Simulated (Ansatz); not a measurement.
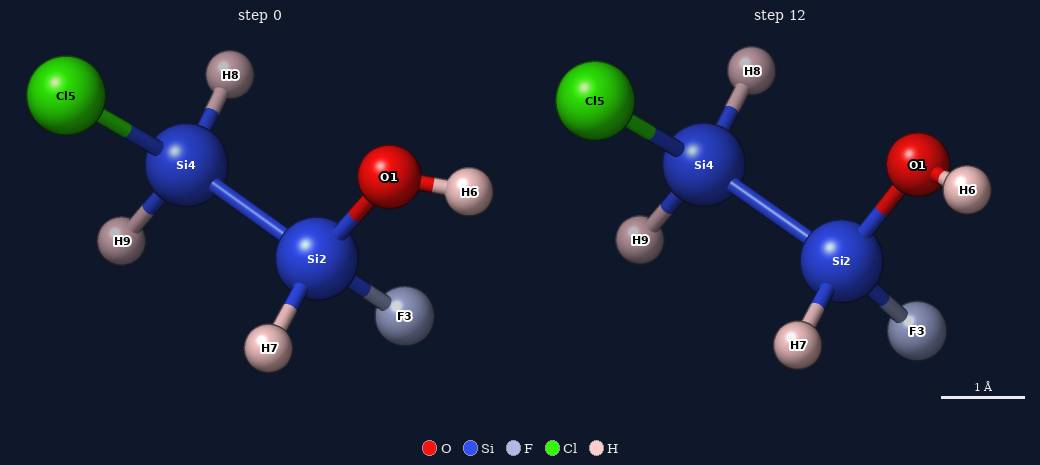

The structure of Si₂H₄OClF (coarse preliminary run) before (left) and after (right) a relaxation, at one scale.

Style: ball-and-stick. Shown at a tilt.

The start comes from a force field.

Level of theory: Ansatz 0.2.0, RKS PBE-D4/def2-SVP.

The input:
```yaml
crystal:
  periodic: [false, false, false]
  atoms:
    - {symbol: O, position_ang: [-0.405000, 1.961400, -0.226000]}
    - {symbol: Si, position_ang: [0.250100, 0.508600, -0.687300]}
    - {symbol: F, position_ang: [-0.400800, 0.160100, -2.101200]}
    - {symbol: Si, position_ang: [-0.140000, -1.158900, 0.817500]}
    - {symbol: Cl, position_ang: [0.785100, -0.763600, 2.649000]}
    - {symbol: H, position_ang: [-0.873300, 2.412600, -0.957600]}
    - {symbol: H, position_ang: [1.716400, 0.757800, -0.924600]}
    - {symbol: H, position_ang: [-1.528500, -1.358500, 1.119000]}
    - {symbol: H, position_ang: [0.470000, -2.461800, 0.380200]}
basis:
  gaussian: {orbitals: def2-SVP}
hamiltonian: {xc: pbe, dispersion: d4}
relax: {f_tol: 0.03, max_steps: 200}
```

Q: Describe what moved and what it gained.

A: Over 11 accepted moves (12 points after the start) the energy falls by 0.266 eV. The largest force component goes from 1.6 to 0.022 eV/Å. The line search rejected the trial step at point 6 of the run. The largest move after the best rigid fit is that of H6, 0.52 Å. By element the largest moves are H 0.52 Å, O 0.35 Å, F 0.26 Å, Cl 0.20 Å, Si 0.08 Å. Near-neighbour distances that change, for instance: Si4–H8 1.435 → 1.502 Å, Si2–Si4 2.280 → 2.347 Å, Si2–F3 1.595 → 1.645 Å, O1–Si2 1.659 → 1.669 Å. Among the angles between lasting bonds that change: O1–Si2–Si4 112.9° → 105.7°, O1–Si2–H7 106.5° → 111.8°, Si2–Si4–Cl5 111.4° → 106.4°. Groups turn about O1–Si2 by about 60°.
